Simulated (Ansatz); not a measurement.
GeH3O2Cl: several calculations on one system

### Relaxation

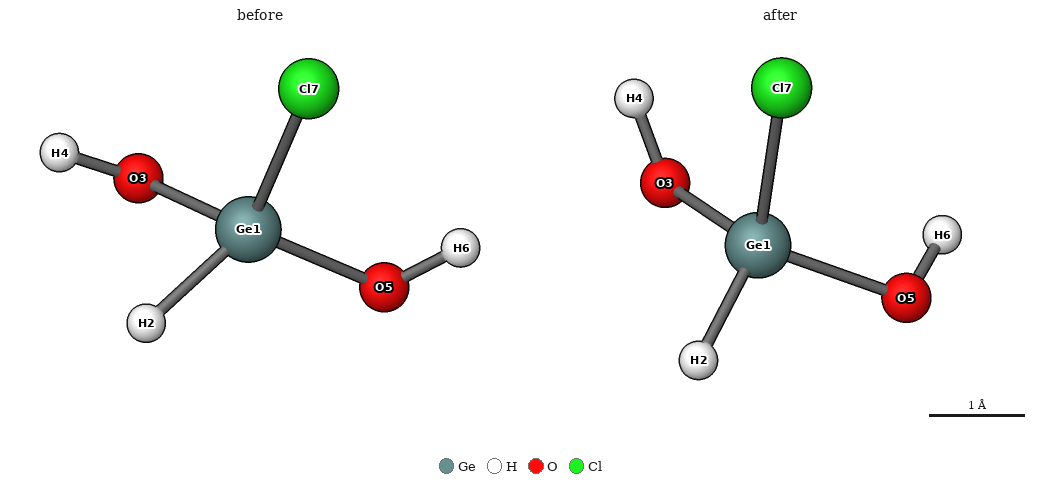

The structure of GeH₃O₂Cl before (left) and after (right) a relaxation, at one scale.

A ball-and-stick model, seen from a free direction.

The run prepares an end point of a later path (reaction) calculation, from a guessed geometry.

Method: Ansatz 0.2.0, RKS PBE-D4/def2-SVP.

Input
```yaml
crystal:
  periodic: [false, false, false]
  atoms:
    - { symbol: Ge, position_ang: [0.056766, -0.063001, 0.237148] }
    - { symbol: H, position_ang: [0.423015, -0.134987, 1.720223] }
    - { symbol: O, position_ang: [1.789461, 0.027374, -0.081951] }
    - { symbol: H, position_ang: [2.237933, -0.737976, 0.327708] }
    - { symbol: O, position_ang: [-0.686369, 1.412764, -0.401446] }
    - { symbol: H, position_ang: [-1.448562, 1.176449, -0.9674] }
    - { symbol: Cl, position_ang: [-0.998544, -1.786323, -0.579982] }
basis:
  gaussian: { orbitals: def2-SVP }
hamiltonian:
  xc: pbe
  dispersion: d4
relax:
  f_tol: 0.03
  max_steps: 50
```

Launched with:
```bash
ansatz run input.yaml --threads 2 --pin off --max-ram 3072MiB --backend cpu --events-out ev --progress --plain --runs-dir out
```

Q: What changed between the two?

A: The largest move after the best rigid fit is that of H4, 0.84 Å. By element the largest moves are H 0.84 Å, Cl 0.50 Å, O 0.35 Å, Ge 0.23 Å. Near-neighbour distances that change, for instance: Ge1–O3 1.764 → 1.787 Å, Ge1–H2 1.529 → 1.537 Å, Ge1–Cl7 2.180 → 2.186 Å, Ge1–O5 1.771 → 1.777 Å. Among the angles between lasting bonds that change: H2–Ge1–O3 86.7° → 114.3°, H2–Ge1–O5 119.3° → 106.2°, O3–Ge1–Cl7 116.6° → 105.5°. Groups turn about Ge1–O5 by about 70°, Ge1–O3 by about 55°. After 15 accepted moves (18 points after the start) the energy has fallen by 12.0 kcal/mol. The largest force component goes from 1.3 to 0.014 eV/Å. The line search rejected the trial steps at points 3, 7, 10 of the run. Cost: 21 s on 2 threads of AMD EPYC 7R43 64-Core Processor (Zen 3) (shared host), peak memory 0.15 GiB.

### Relaxation

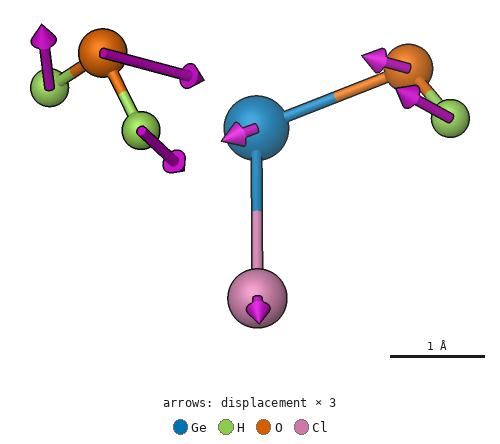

This is a relaxation of GeH3O2Cl. The starting structure is drawn; purple arrows show the displacements, magnified 3 times. The two geometries are superimposed by the best rigid fit.

A ball-and-stick model, seen at a tilt.

The run prepares an end point of a later path (reaction) calculation, from a guessed geometry.

These are results of RKS PBE-D4/def2-SVP in Ansatz 0.2.0, not measurements. Settings: no spin polarisation; force threshold 0.03 eV/Å; at most 50 steps.

Atoms of which element are displaced furthest, and by how much?

Oxygen: up to 0.51 Å, against 0.33 Å for hydrogen.

What happened in the run?

Over 10 geometry steps the energy falls by 5.55 kcal/mol. Largest force component: 0.75 eV/Å at the start, 0.022 eV/Å at the end. The atom that moves furthest after the best rigid fit is an O atom (0.51 Å). Largest moves by element: O 0.51 Å, H 0.33 Å, Ge 0.15 Å, Cl 0.12 Å. Among the contacts that change: Ge–O 2.953 → 2.361 Å, Cl–Ge 2.287 → 2.338 Å, H–O 0.991 → 0.979 Å, Ge–O 1.793 → 1.802 Å. Bond angles that change, for instance: H–O–H 100.1° → 103.8°.

Limits of the set-up: the start holds two separate molecules, 2.5 Å apart at their closest, whose relative position is a soft coordinate.

### Path

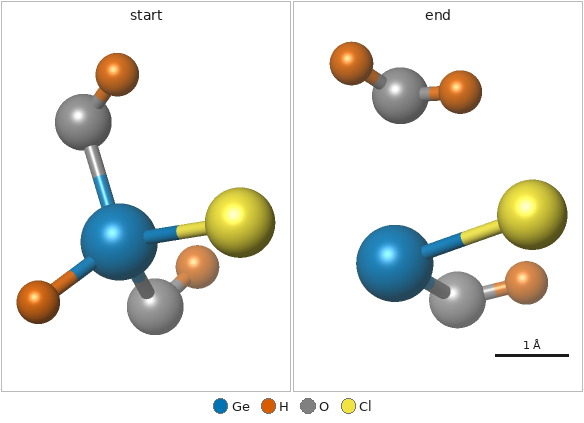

The two relaxed end points of a path for GeH3O2Cl. A ball-and-stick model, seen from a free direction.

The calculation used Ansatz 0.2.0, RKS PBE-D4/def2-SVP.

Set-up: 9 movable images; climbing image; force threshold 0.05 eV/Å; iteration limit 60.

Start:
```xyz
7

Ge    0.0353   -0.0777    0.4667
H    -0.1485   -0.0169    1.9916
O     1.7289    0.0889   -0.0782
H     2.0325   -0.7515   -0.4722
O    -0.9190    1.2645   -0.2011
H    -0.7143    1.3950   -1.1468
Cl   -0.6412   -2.0081   -0.3057
```

End:
```xyz
7

Ge   -0.9278    0.1241    0.6718
H     1.6933   -0.3794    1.5832
O     1.4306    0.0492    0.7432
H     1.3924   -0.7011    0.0962
O    -1.0116    1.3993   -0.5985
H    -0.7406    1.0619   -1.4756
Cl   -0.4625   -1.6597   -0.7659
```

Q: What barrier does the band find between them, and by what path?

A: Forward barrier 46.5 kcal/mol, backward barrier 44.9 kcal/mol, with image 5 at the top; the reaction energy is +1.6 kcal/mol. Breaking: Ge1–H2 (1.54 → 1.62 at the top → 2.82 Å), Ge1–O3 (1.79 → 1.99 at the top → 2.36 Å). Forming: H2–O3 (2.80 → 1.52 at the top → 0.98 Å). The band converged in 15 iterations, with a climbing image at the top.

Energies of the converged images:

```tsv
image	path (Å)	E (kcal/mol)
0	0.00	0.0
1	0.40	0.3
2	0.79	1.4
3	1.19	10.1
4	1.58	31.4
5	1.98	46.5
6	2.33	29.3
7	2.68	9.8
8	3.04	4.7
9	3.39	2.4
10	3.75	1.6
```

The geometry at the top of the path:

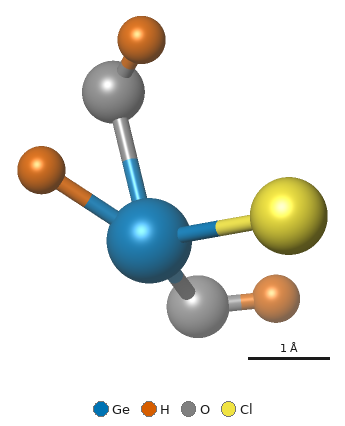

Cost: 2.3 min on 2 threads of AMD EPYC 7R43 64-Core Processor (Zen 3) (shared host), peak memory 0.15 GiB.
